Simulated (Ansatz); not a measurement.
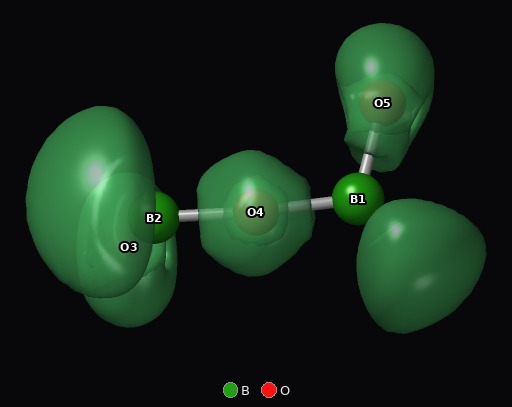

The picture shows: B2O3 (quintet). Isosurface of the electron localisation function at 0.75 (green), seen at an oblique angle. Core shells and regions of very low density are left out.

Geometry: PBE-D4/def2-SVP.

These are results of UKS PBE0-D4/def2-TZVP in Ansatz 0.2.0, not measurements.

The calculation's input:

```
crystal:
  periodic: [false, false, false]
  atoms:
    - {symbol: B, position_ang: [1.091338, -0.648265, -0.607110]}
    - {symbol: B, position_ang: [-1.368986, 0.108168, 0.308645]}
    - {symbol: O, position_ang: [-1.517728, 1.433077, 0.079389]}
    - {symbol: O, position_ang: [-0.179656, -0.350290, -0.192648]}
    - {symbol: O, position_ang: [1.975021, -0.542699, 0.411715]}
basis:
  gaussian: {orbitals: def2-TZVP, initial_orbitals: start.molden}
magnetization: {spin_polarized: true, initial_magnetization: 4}
hamiltonian: {xc: pbe0, dispersion: d4}
scf: {omitted_lower_state_checks: [starts]}
output: {orbitals: {seedname: orbitals}}
```

Command:

```sh
ansatz run in.yaml --threads 4 --pin off --events-out ev --progress --plain --max-ram 3916MiB
```

Question: Identify the bonds, lone pairs and shells in this picture.

Answer: At this value the surface marks out three regions on O in which the atom's valence shell and bonds are merged and two lobes on B, pointing away from the bonds (non-bonding electrons).

Values along the shortest contacts:
B–O (1.35 Å): the ELF peaks at about 0.90 between the atoms, as expected for a polar covalent bond.
